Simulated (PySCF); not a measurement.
# One shape, several levels: C2H3O+ (SMILES CC#[O+])

We compute a comparison of 6 runs (HF/STO-3G, BHLYP/def2-TZVP, BLYP/def2-TZVP, CAM-B3LYP/def2-TZVP, SVWN5/def2-TZVP, CCSD(T)/def2-TZVP) of C2H3O+. The job is set up through a Python script.

The results are computed with PySCF 2.14.0.

3 further runs of the same task are left out: 3 set aside as unsound or not needed.

### 1 The molecule

C2H3O+ has 6 atoms, charge +1, and is taken as a singlet. SMILES: `CC#[O+]`. The shape is that of a PBE0-D4/def2-TZVP optimisation.

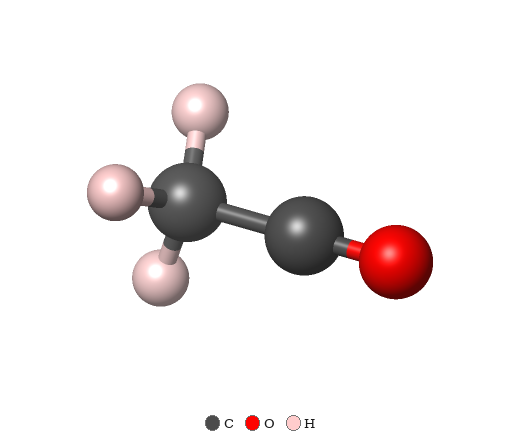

The structure, seen from a chosen angle (carbon dark grey, oxygen red, hydrogen pink).

### 2 A single-point energy at HF/STO-3G (run 1)

Contents of input.py:

```python
# CC#[O+]
from pyscf import gto, scf

mol = gto.M(
    atom='''
C   -0.321600   0.308400  -0.192600
C    0.617700  -0.592600   0.370000
O    1.353900  -1.298000   0.810700
H   -0.073700   0.447100  -1.253200
H   -1.324100  -0.126000  -0.083500
H   -0.252100   1.261200   0.348500
''',
    basis='sto-3g',
    max_memory=1860,
    charge=1,
    verbose=3,
)

hf = scf.RHF(mol)
hf.conv_tol = 1e-10
hf.kernel()
if not hf.converged:
    hf = hf.newton().run(hf.mo_coeff, hf.mo_occ)

e_final = hf.e_tot
print('E(%s) = %.9f' % ('HF', e_final))
```

The run is started by

```console
OMP_NUM_THREADS=1 python input.py
```

Log:

```text
converged SCF energy = -150.136931939291
E(HF) = -150.136931939
```

Run time: 0.75 s. Hardware: 1 thread of Intel Xeon at 2.70GHz, shared host; peak memory 0.1 GiB.

### 3 A single-point energy at BHLYP/def2-TZVP (run 2)

Contents of run.py:

```python
# CC#[O+]
from pyscf import gto, dft

mol = gto.M(
    atom='''
C     -0.321600     0.308400    -0.192600
C      0.617700    -0.592600     0.370000
O      1.353900    -1.298000     0.810700
H     -0.073700     0.447100    -1.253200
H     -1.324100    -0.126000    -0.083500
H     -0.252100     1.261200     0.348500
''',
    verbose=3,
    spin=0,
    max_memory=1860,
    charge=1,
    basis='def2-tzvp',
)

mf = dft.RKS(mol)
mf.xc = 'bhandhlyp'
mf.grids.level = 5
mf.conv_tol = 1e-10
mf.kernel()
if not mf.converged:
    mf = mf.newton().run(mf.mo_coeff, mf.mo_occ)

etot = mf.e_tot
print(f'total energy: {etot:.8f} hartree')
```

The run is started by

```console
OMP_NUM_THREADS=1 python run.py
```

Log:

```text
converged SCF energy = -152.89922934004
total energy: -152.89922934 hartree
```

It took 20 s on 1 thread of Intel Xeon at 2.70GHz, shared host; peak memory 0.57 GiB.

Runs 3 to 5 aren't shown in full; the table further down has their settings and results.

### 4 A single-point energy at CCSD(T)/def2-TZVP (run 6)

Contents of run.py:

```python
from pyscf import gto, cc

molecule = gto.Mole()
molecule.atom = '''
C     -0.321600     0.308400    -0.192600
C      0.617700    -0.592600     0.370000
O      1.353900    -1.298000     0.810700
H     -0.073700     0.447100    -1.253200
H     -1.324100    -0.126000    -0.083500
H     -0.252100     1.261200     0.348500
'''
molecule.verbose = 3
molecule.basis = 'def2-tzvp'
molecule.charge = 1
molecule.max_memory = 1860
molecule.build()

myscf = molecule.RHF()
myscf.conv_tol = 1e-10
myscf.kernel()
if not myscf.converged:
    myscf = myscf.newton().run(myscf.mo_coeff, myscf.mo_occ)

mycc = cc.CCSD(myscf, frozen=3)
mycc.kernel()
e_t = mycc.ccsd_t()
e_tot = mycc.e_tot + e_t
print('E(%s) = %.9f' % ('CCSD(T)', e_tot))
```

The run is started by

```console
OMP_NUM_THREADS=1 python run.py
```

Log:

```text
converged SCF energy = -152.122795774173
E(CCSD) = -152.6582845116038  E_corr = -0.5354887374309936
CCSD(T) correction = -0.023559693791426
E(CCSD(T)) = -152.681844205
```

Wall time 46 s (1 thread of Intel Xeon at 2.70GHz, shared host); peak memory 0.91 GiB.

### 5 All runs side by side

```csv
run,level,integration grid,frozen core orbitals,energy (Eh),HOMO energy (eV),LUMO energy (eV),HOMO–LUMO gap (eV),wall time
1,HF/STO-3G,–,–,-150.136932,-22.48,-2.29,20.19,0.75 s
2,BHLYP/def2-TZVP,5,–,-152.899229,-20.64,-6.96,13.69,20 s
3,BLYP/def2-TZVP,5,–,-152.950179,-17.53,-9.35,8.18,27 s
4,CAM-B3LYP/def2-TZVP,5,–,-152.914612,-20.62,-7.00,13.61,41 s
5,SVWN5/def2-TZVP,5,–,-151.719972,-17.71,-9.63,8.08,11 s
6,CCSD(T)/def2-TZVP,–,3,-152.681844,-22.98,-3.69,19.29,46 s
```

### 6 Outcome

```
                                          quantity          value
                               run 6: total energy  -152.68184 Eh
        run 6: HOMO energy (Hartree–Fock orbitals)      -22.98 eV
        run 6: LUMO energy (Hartree–Fock orbitals)       -3.69 eV
      run 6: HOMO–LUMO gap (Hartree–Fock orbitals)       19.29 eV
run 6: correlation energy (3 core orbitals frozen)     -559.0 mEh
                             run 6: (T) correction     -23.56 mEh
                              run 6: T1 diagnostic          0.016
```

Over runs 1, 2, 3, 4, 5 the HOMO–LUMO gap runs from 8.08 eV (SVWN5/def2-TZVP) to 20.19 eV (HF/STO-3G). The two ends differ in method and basis. Totals of different functionals can't be ranked against each other. In run 1 the basis is minimal, so the values are rough. All runs together took 2.4 min, the longest 46 s.
